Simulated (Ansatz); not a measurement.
The compound is CsTiF3 (cubic perovskite) (Pm-3m).

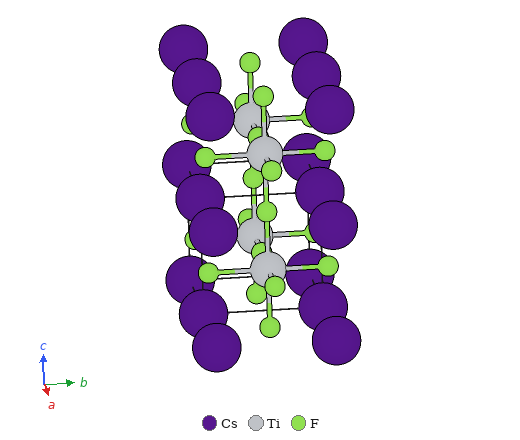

The structure (caesium purple, titanium light grey, fluorine green). 2×1×2 cells are drawn. Some periodic images of atoms are drawn too.

The structure was built from a prototype and need not be the compound's stable phase.

The structure is cubic, space group Pm-3m (No. 221). The conventional cell has a = 4.156 Å, b = 4.156 Å, c = 4.156 Å, α = 90.00°, β = 90.00°, γ = 90.00°. Nearest to Cs lie 12 F at 2.94 Å. Nearest to Ti lie 6 F at 2.08 Å. Nearest to F lie 2 Ti at 2.08 Å and 4 Cs at 2.94 Å. Farther neighbours and most contacts between anions are not listed.

```cif
data_structure
_symmetry_space_group_name_H-M 'P 1'
_symmetry_Int_Tables_number 1
_cell_length_a 4.1563
_cell_length_b 4.1563
_cell_length_c 4.1563
_cell_angle_alpha 90.000
_cell_angle_beta 90.000
_cell_angle_gamma 90.000
_cell_volume 71.80
loop_
_atom_site_label
_atom_site_type_symbol
_atom_site_fract_x
_atom_site_fract_y
_atom_site_fract_z
_atom_site_occupancy
Cs1 Cs 0.00000 0.00000 0.00000 1
Ti2 Ti 0.50000 0.50000 0.50000 1
F3 F 0.50000 0.50000 0.00000 1
F4 F 0.50000 0.00000 0.50000 1
F5 F 0.00000 0.50000 0.50000 1
```

The structure was relaxed with LDA. The structure type comes from a generator and need not be one that this composition takes. The structure was generated from a model, not taken from a measurement. The runs that relaxed it are not among those shown. The program's search for lower electronic states was switched off, so nothing shows that the state found is the lowest. Spin-orbit coupling is left out unless a run names it. PAW set soft_2, made with PBE.

A constrained-RPA run (Ansatz 0.2.0; non-magnetic LDA; Ti t2g, bands v1 to c2, 4×4×4 mesh, medium accuracy) builds 3 functions on bands 1.5 eV wide, with 2.0 electrons in the window. The bare on-site interaction is 15.6 eV and the bare J 0.57 eV.

What U and J survive the screening?

On the Ti t2g shell, U = 5.71 eV (37 % of the bare value), U′ = 4.84 eV, J = 0.43 eV.

The parent state is non-magnetic and the interaction static (zero frequency); U depends on the window and the orbitals, so it belongs to this model alone.

[Paths, hosts, dates, memory and timing lines, banners, echoed tables and standing remarks are left out of the program output.]

[Logs are printed without paths, hosts, clocks, repeated set-up lines and the standing remarks that a program may print on its own settings, such as how far it seeks lower states.]

[Runs of the session that timed out or met a known fault of the program may be left out.]

[Hosts, paths, dates, database ids (printed as entryN), source tags and the programs' standing remarks are cut or masked in the printed files.]
